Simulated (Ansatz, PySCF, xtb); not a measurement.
Pulling on the N3–H4 bond in H3NSi (SMILES N[SiH]) (multiplicity 1 held, fragments rigid). Energies count from the point at 1.009 Å.
Geometry at that point (charge 0, multiplicity 1):
```xyz
5

Si    -0.2447     0.3910     0.5100
H     -0.5860     1.4739    -0.5153
N      0.3978    -0.6896    -0.6544
H      0.4631    -0.5284    -1.6484
H      0.7649    -1.5931    -0.3951
```

Restricted levels (R-, RO-) in cc, def2 and unpolarised 6-31G sets keep to the state of the molecule at rest. Unrestricted levels (U-) break spin symmetry where that is lower. Curves can end on different states.

Correlated levels freeze the cores. Rows in 6-31G* carry no dispersion term and start afresh at each structure (6-31G* with six Cartesian d functions).

Codes used: Ansatz (Gaussian orbitals); PySCF for 6-31G* rows; xtb for the GFN methods. Each number belongs to the level named beside it. The GFN methods have no spin term and hold the electronic entropy of 300 K.

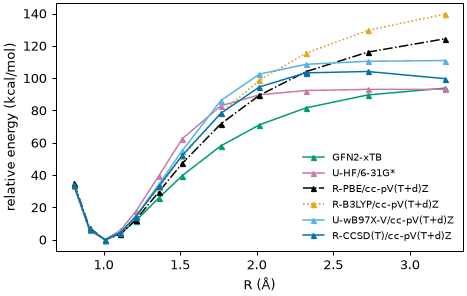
Figure: Relative energy along the coordinate

### Question
Read off the GFN2-xTB curve at R = 2.321.

### Answer
about 82 kcal/mol

Doubts at one or more of the structures used: a spin-contaminated determinant (U-HF/6-31G*, U-wB97X-V/cc-pV(T+d)Z); a restricted determinant that unrestricted orbitals would lower (R-PBE/cc-pV(T+d)Z, R-B3LYP/cc-pV(T+d)Z, R-CCSD(T)/cc-pV(T+d)Z); other coupled-cluster roots lie near (R-CCSD(T)/cc-pV(T+d)Z); T1 above 0.05 (R-CCSD(T)/cc-pV(T+d)Z).

Ansatz is a program for electronic structure.
